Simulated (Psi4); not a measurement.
# SiO (SMILES O=[Si]) at HSE06/def2-TZVPPD

Aim: the vertical ionisation energy of SiO at HSE06/def2-TZVPPD, from 2 runs. 

The calculation is run with Psi4 1.11.

5 further runs of the same task are left out: 4 that didn't finish, 1 set aside as unsound or not needed.

### 1 Starting point

The species is SiO (2 atoms), meant as a singlet with charge 0. As SMILES, `O=[Si]`. The shape is that of a PBE0-D4/def2-TZVP optimisation.

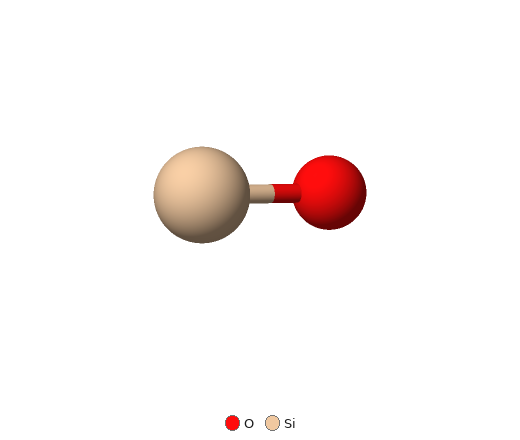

Viewed from a chosen angle; oxygen red, silicon light orange.

### 2 Energy and gradient at HSE06/def2-TZVPPD

Input file job.py:

```python
import psi4

psi4.set_memory('1600 MB')
psi4.set_num_threads(1)
psi4.set_output_file('psi4.out', False)

mol = psi4.geometry("""
O
Si 1 1.508728
symmetry c1
""")

psi4.set_options({
    'basis': 'def2-TZVPPD',
    'puream': True,
    'e_convergence': 1e-09,
    'd_convergence': 1e-08,
    'scf_type': 'pk',
    'dft_radial_points': 99,
    'dft_spherical_points': 590,
})

E, wfn = psi4.gradient("hse06", return_wfn=True)
psi4.oeprop(wfn, "QUADRUPOLE", "DIPOLE", "MAYER_INDICES", title="HSE06")
print('gradient / Eh bohr^-1')
print(E.np.round(6))
print(f'energy = {wfn.energy():.10f} Eh')
for k, v in sorted(psi4.core.scalar_variables().items()):
    print(f'{k:45s} {v:18.10f}')
```

Launch:

```console
python job.py
```

psi4.out:

```text
[...]
  Running in c1 symmetry.
[...]
  Nuclear repulsion =   39.283321841339195
[...]
  Multiplicity = 1
[...]
  Nalpha       = 11
  Nbeta        = 11
[...]
    Number of basis functions: 88
[...]
   @RKS iter   1:  -364.26550250007625   -2.59178e-01   1.02329e-02 ADIIS/DIIS
[...]
   @RKS iter  11:  -364.58264947059985   -1.47224e-11   2.68603e-09 DIIS
[...]
    Orbital Energies [Eh]
    ---------------------
    Doubly Occupied:
       1A    -66.276721     2A    -19.179039     3A     -5.348915
       4A     -3.683479     5A     -3.683479     6A     -3.677112
       7A     -0.953670     8A     -0.438444     9A     -0.334067
      10A     -0.334067    11A     -0.309678
[...]
  @RKS Final Energy:  -364.58264947059985
   => Energetics <=
    Nuclear Repulsion Energy =             39.2833218413391947
    One-Electron Energy =                -583.2070742708975786
    Two-Electron Energy =                 201.8250617952028279
    DFT Exchange-Correlation Energy =     -22.4839588362443372
    Empirical Dispersion Energy =           0.0000000000000000
    VV10 Nonlocal Energy =                  0.0000000000000000
    Total Energy =                       -364.5826494705998471
[...]
  -Total Gradient:
     Atom            X                  Y                   Z
    ------   -----------------  -----------------  -----------------
       1        0.000000000049    -0.000000000032    -0.000092886239
       2       -0.000000000049     0.000000000032     0.000090882512
[...]
 Multipole Moments:
 ------------------------------------------------------------------------------------
     Multipole            Electronic (a.u.)      Nuclear  (a.u.)        Total (a.u.)
 ------------------------------------------------------------------------------------
 L = 1.  Multiply by 2.5417464519 to convert [e a0] to [Debye]
 Dipole X            :         -0.0000000            0.0000000           -0.0000000
 Dipole Y            :          0.0000000            0.0000000            0.0000000
 Dipole Z            :          1.2299810            0.0073522            1.2373333
 Magnitude           :                                                    1.2373333
 L = 2.  Multiply by 1.3450342976 to convert [e a0^2] to [Debye ang]
 Quadrupole XX       :        -12.1390334            0.0000000          -12.1390334
 Quadrupole XY       :          0.0000000            0.0000000            0.0000000
[...]
```

Standard output:

```text
gradient / Eh bohr^-1
[[ 0.0e+00 -0.0e+00 -9.3e-05]
 [-0.0e+00  0.0e+00  9.1e-05]]
energy = -364.5826494706 Eh
CURRENT ENERGY                                   -364.5826494706
CURRENT REFERENCE ENERGY                         -364.5826494706
DD SOLVATION ENERGY                                 0.0000000000
DFT FUNCTIONAL TOTAL ENERGY                      -364.5826494706
DFT TOTAL ENERGY                                 -364.5826494706
DFT VV10 ENERGY                                     0.0000000000
DFT XC ENERGY                                     -22.4839588362
GRID ELECTRONS ALPHA                               10.9999999911
GRID ELECTRONS BETA                                10.9999999911
GRID ELECTRONS TOTAL                               21.9999999822
NUCLEAR REPULSION ENERGY                           39.2833218413
ONE-ELECTRON ENERGY                              -583.2070742709
PCM POLARIZATION ENERGY                             0.0000000000
PE ENERGY                                           0.0000000000
SCF ITERATION ENERGY                             -364.5826494706
SCF ITERATIONS                                     11.0000000000
SCF TOTAL ENERGY                                 -364.5826494706
TWO-ELECTRON ENERGY                               201.8250617952
XC GRID RADIAL POINTS                              99.0000000000
XC GRID SPHERICAL POINTS                          590.0000000000
XC GRID TOTAL POINTS                           113634.0000000000
```

It took 21 s on 1 thread of Intel Xeon Platinum 8223CL at 3.00GHz (Skylake/Cascade Lake), shared host; peak memory 0.65 GiB.

### 3 The doublet cation: a single-point energy at UHSE06/def2-TZVPPD

Input file job.inp:

```
memory 1600 mb

molecule geom {
  1 2
  O
  Si 1 1.508728
  symmetry c1
}

set {
  basis def2-TZVPPD
  reference uks
  puream true
  e_convergence 1e-09
  d_convergence 1e-08
  scf_type pk
  dft_radial_points 99
  dft_spherical_points 590
  maxiter 100
}

e, wfn = energy("hse06", return_wfn=True)
print_variables()
```

Launch:

```console
psi4 -i job.inp -o job.out -n 1
```

job.out:

```text
[...]
  Running in c1 symmetry.
[...]
  Nuclear repulsion =   39.283321841339195
[...]
  Multiplicity = 2
[...]
  Nalpha       = 11
  Nbeta        = 10
[...]
    Number of basis functions: 88
[...]
   @UKS iter   1:  -363.81561334242639    1.90711e-01   9.89701e-03 ADIIS/DIIS
[...]
   @UKS iter  13:  -364.16332202371916   -5.68434e-11   7.33583e-09 DIIS
[...]
   @S^2 Observed:                7.615559119E-01
[...]
    Orbital Energies [Eh]
    ---------------------
    Alpha Occupied:
       1A    -66.656114     2A    -19.536819     3A     -5.719333
       4A     -4.053118     5A     -4.051951     6A     -4.051951
       7A     -1.303525     8A     -0.790214     9A     -0.657436
      10A     -0.654994    11A     -0.654994
    Alpha Virtual:
      12A     -0.377876    13A     -0.377876    14A     -0.251754
      15A     -0.152926    16A     -0.121444    17A     -0.121444
      18A     -0.079990    19A     -0.079990    20A     -0.071406
      21A     -0.069130    22A     -0.069130    23A     -0.026080
      24A      0.043139    25A      0.054764    26A      0.054764
[...]
  @UKS Final Energy:  -364.16332202371916
   => Energetics <=
    Nuclear Repulsion Energy =             39.2833218413391947
    One-Electron Energy =                -575.5704820967439446
    Two-Electron Energy =                 194.3566167515708401
    DFT Exchange-Correlation Energy =     -22.2327785198852972
    Empirical Dispersion Energy =           0.0000000000000000
    VV10 Nonlocal Energy =                  0.0000000000000000
    Total Energy =                       -364.1633220237191608
[...]
 Multipole Moments:
 ------------------------------------------------------------------------------------
     Multipole            Electronic (a.u.)      Nuclear  (a.u.)        Total (a.u.)
 ------------------------------------------------------------------------------------
 L = 1.  Multiply by 2.5417464519 to convert [e a0] to [Debye]
 Dipole X            :          0.0000000            0.0000000            0.0000000
 Dipole Y            :         -0.0000000            0.0000000           -0.0000000
 Dipole Z            :          1.7274627            0.0073522            1.7348150
 Magnitude           :                                                    1.7348150
[...]
```

It took 20 s on 1 thread of Intel Xeon Platinum 8223CL at 3.00GHz (Skylake/Cascade Lake), shared host; peak memory 0.65 GiB.

### 4 Summary of results

Level: HSE06/def2-TZVPPD.

```
                                          quantity          value
                         singlet SiO: total energy  -364.58265 Eh
                        singlet SiO: dipole moment         3.14 D
                          singlet SiO: HOMO energy       -8.43 eV
                          singlet SiO: LUMO energy       -2.41 eV
                        singlet SiO: HOMO–LUMO gap        6.02 eV
             singlet SiO: largest force on an atom     0.005 eV/Å
                      doublet cation: total energy  -364.16332 Eh
doublet cation: HOMO energy (highest over α and β)      -17.45 eV
 doublet cation: LUMO energy (lowest over α and β)      -14.41 eV
                              doublet cation: ⟨S²⟩          0.762
vertical ionisation energy (to the doublet cation)      11.410 eV
```

What this shows: Removing an electron at fixed nuclei costs 11.41 eV (1101 kJ/mol). The negative HOMO energy of the first species, 8.43 eV, lies 2.98 eV below that difference.
